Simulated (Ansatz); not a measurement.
C2H10BNOSi: several calculations on one system

**1. Relaxation**

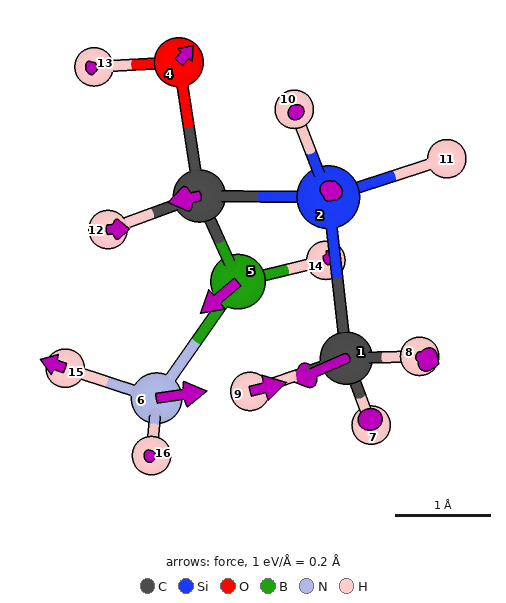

Starting geometry of C2H10BNOSi with the computed forces as purple arrows. A ball-and-stick model, seen from a free direction.

The run prepares an end point of a later path (torsion) calculation, from a guessed geometry.

Method: Ansatz 0.2.0, RKS r2SCANh/STO-3G. (no spin polarisation; force threshold 0.015 eV/Å; at most 40 steps)

What follows when this structure is relaxed?

It isn't relaxed: the largest force vector, on a C atom, is 4.39 eV/Å. The final displacements have little in common with the starting forces (cosine between the two patterns −0.06). The atom that moves furthest after the best rigid fit is an H atom (1.61 Å). Largest moves by element: H 1.61 Å, N 0.43 Å, B 0.33 Å, O 0.27 Å, C 0.21 Å, Si 0.03 Å. Some distances before and after: B–N 1.540 → 1.384 Å, C–H 1.145 → 1.093 Å, C–H 1.054 → 1.093 Å, H–Si 1.481 → 1.444 Å. Among the angles between lasting bonds that change: B–N–H 107.5° → 124.0°, B–N–H 108.2° → 124.0°, H–N–H 104.5° → 112.0°. Groups turn about C–O by about 30°, B–C by about 30°. Over 20 geometry steps the energy falls by 2.243 eV. The largest force component goes from 3.6 to 0.012 eV/Å. Cost: 2 min on 1 thread of Arm Neoverse V2, on a shared host, peak memory 0.21 GiB.

Limits of the set-up: STO-3G is a minimal basis, so the numbers are rough.

**2. Relaxation**

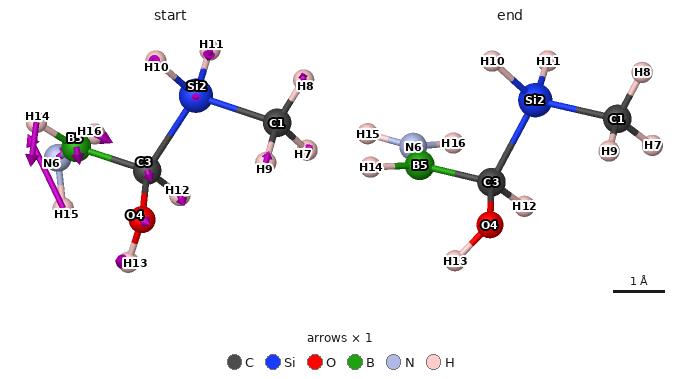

The structure of C$_{2}$H$_{10}$BNOSi before (left) and after (right) a relaxation, at one scale. The purple arrows give the displacements, at their true length.

A ball-and-stick model, seen from a free direction.

The run prepares an end point of a later path (torsion) calculation, from a guessed geometry.

These are results of Ansatz 0.2.0, RKS r2SCANh/STO-3G, not measurements.

The input:
```yaml
crystal:
  periodic: [false, false, false]
  atoms:
    - { symbol: C, position_ang: [-0.1134, -2.2002, 0.3584] }
    - { symbol: Si, position_ang: [1.0009, -0.9862, -0.5233] }
    - { symbol: C, position_ang: [0.5913, 0.7815, -0.0454] }
    - { symbol: O, position_ang: [0.57893, 0.83928, 1.43013] }
    - { symbol: B, position_ang: [1.63116, 1.76215, -0.67724] }
    - { symbol: "N", position_ang: [1.15954, 2.83679, -1.67373] }
    - { symbol: H, position_ang: [-1.1782, -1.9358, 0.0419] }
    - { symbol: H, position_ang: [0.1324, -3.1825, 0.0675] }
    - { symbol: H, position_ang: [-0.0622, -2.0077, 1.4862] }
    - { symbol: H, position_ang: [2.3873, -1.3032, -0.1083] }
    - { symbol: H, position_ang: [0.8541, -1.1356, -1.9572] }
    - { symbol: H, position_ang: [-0.48354, 0.98283, -0.39394] }
    - { symbol: H, position_ang: [0.09803, 1.71011, 1.59932] }
    - { symbol: H, position_ang: [2.75418, 1.72218, -0.41649] }
    - { symbol: H, position_ang: [0.43291, 3.39638, -1.21998] }
    - { symbol: H, position_ang: [0.66536, 2.34776, -2.4504] }
basis:
  gaussian: { orbitals: STO-3G }
hamiltonian:
  xc: r2scanh
relax:
  f_tol: 0.015
  max_steps: 40
```

Launched with:
```bash
ansatz run input.yaml --threads 1 --pin off --max-ram 2048MiB --backend cpu --events-out ev --progress --plain --runs-dir out
```

> Summarise the run.

Over 20 geometry steps the energy falls by 2.238 eV. The largest force component goes from 3.5 to 0.0064 eV/Å. The largest move after the best rigid fit is that of H15, 1.63 Å. Largest moves by element: H 1.63 Å, N 0.39 Å, B 0.36 Å, C 0.25 Å, O 0.24 Å, Si 0.13 Å. Near-neighbour distances that change, for instance: B5–N6 1.540 → 1.384 Å, C1–H9 1.145 → 1.093 Å, C1–H7 1.142 → 1.093 Å, C1–H8 1.054 → 1.093 Å. Among the angles between lasting bonds that change: B5–N6–H16 107.5° → 124.0°, B5–N6–H15 108.2° → 124.0°, H15–N6–H16 104.5° → 112.0°. Groups turn about C3–B5 by about 35°, C3–O4 by about 30°.

Limits of the set-up: STO-3G is a minimal basis, so the numbers are rough.

**3. Path**

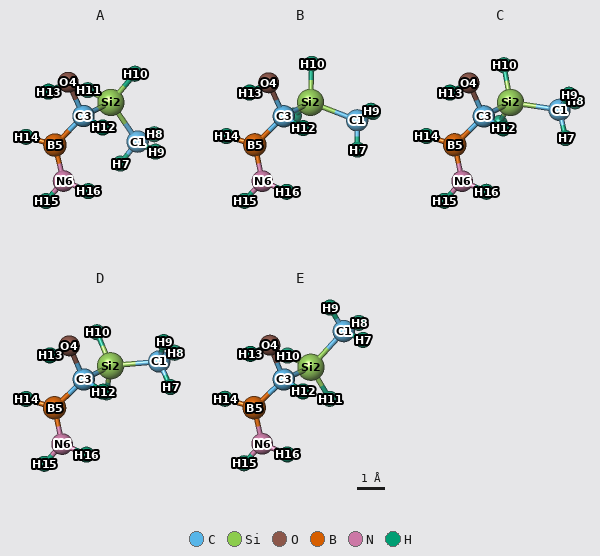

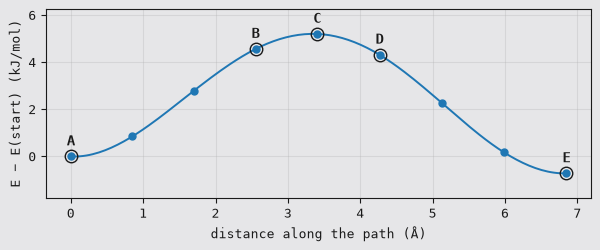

A nudged-elastic-band calculation for C2H10BNOSi. Images are numbered from 0 (start) to 8 (end). Frames A to E are images 0, 3, 4, 5, 8. Style: ball-and-stick. Shown from a free direction.

Computed with RKS r2SCANh/STO-3G (Ansatz).

The input:
```yaml
crystal:
  periodic: [false, false, false]
  atoms:
    - { symbol: C, position_ang: [-0.221633, -2.056419, 0.433855] }
    - { symbol: Si, position_ang: [0.961292, -0.979908, -0.538366] }
    - { symbol: C, position_ang: [0.788933, 0.83258, 0.015987] }
    - { symbol: O, position_ang: [1.907166, 1.559799, -0.633404] }
    - { symbol: B, position_ang: [-0.652233, 1.361274, -0.352651] }
    - { symbol: "N", position_ang: [-1.720467, 1.177297, 0.507661] }
    - { symbol: H, position_ang: [-1.260123, -1.764153, 0.257741] }
    - { symbol: H, position_ang: [-0.121581, -3.107562, 0.150969] }
    - { symbol: H, position_ang: [-0.03315, -1.985362, 1.508372] }
    - { symbol: H, position_ang: [2.315318, -1.424872, -0.303669] }
    - { symbol: H, position_ang: [0.672307, -1.101873, -1.94708] }
    - { symbol: H, position_ang: [0.928918, 0.835664, 1.120792] }
    - { symbol: H, position_ang: [1.604005, 2.530214, -0.540135] }
    - { symbol: H, position_ang: [-0.85509, 1.909812, -1.367118] }
    - { symbol: H, position_ang: [-2.687865, 1.482624, 0.302855] }
    - { symbol: H, position_ang: [-1.648794, 0.708388, 1.428491] }
basis:
  gaussian: { orbitals: STO-3G }
hamiltonian:
  xc: r2scanh
neb:
  order_check: false
  images: 7
  f_tol: 0.05
  max_iterations: 22
  initial_path: idpp
  final_atoms:
    - { symbol: C, position_ang: [1.04286809, -2.36058895, 0.46716761] }
    - { symbol: Si, position_ang: [-0.01511308, -1.09510288, -0.41281561] }
    - { symbol: C, position_ang: [0.26275547, 0.63236912, 0.33368559] }
    - { symbol: O, position_ang: [1.73136825, 0.83653621, 0.35030228] }
    - { symbol: B, position_ang: [-0.55210245, 1.69691553, -0.50191533] }
    - { symbol: "N", position_ang: [-1.89659619, 1.91614718, -0.25867805] }
    - { symbol: H, position_ang: [0.77502107, -2.43650823, 1.52403835] }
    - { symbol: H, position_ang: [0.9300462, -3.35235868, 0.02074571] }
    - { symbol: H, position_ang: [2.098953, -2.08473702, 0.41174015] }
    - { symbol: H, position_ang: [0.30086855, -1.08748251, -1.82117066] }
    - { symbol: H, position_ang: [-1.41159785, -1.43596468, -0.26407874] }
    - { symbol: H, position_ang: [-0.12274596, 0.58659708, 1.37759442] }
    - { symbol: H, position_ang: [1.79780414, 1.84431716, 0.49838624] }
    - { symbol: H, position_ang: [-0.04173463, 2.31505801, -1.35565872] }
    - { symbol: H, position_ang: [-2.48022858, 2.58250019, -0.79356865] }
    - { symbol: H, position_ang: [-2.44256303, 1.41980549, 0.4685254] }
```

Launched with:
```bash
ansatz run input.yaml --threads 1 --pin off --max-ram 2048MiB --backend cpu --events-out ev --progress --plain --runs-dir out
```

> Describe the mechanism and the energy profile.

The motion is a rotation about the Si2–C3 bond by about 120°. No bond forms or breaks between the ends. Forward barrier 5.20 kJ/mol, backward barrier 5.92 kJ/mol, with image 4 at the top; the reaction energy is −0.72 kJ/mol. The band converged in 5 iterations, with a climbing image at the top. At the top, the vibrational analysis gives one imaginary mode (46i cm⁻¹), as a transition state must have.

Limits of the set-up: STO-3G is a minimal basis, so the numbers are rough.

The run took 3.4 min on 1 thread of Arm Neoverse V2, with other jobs on the host, peak memory 0.15 GiB.
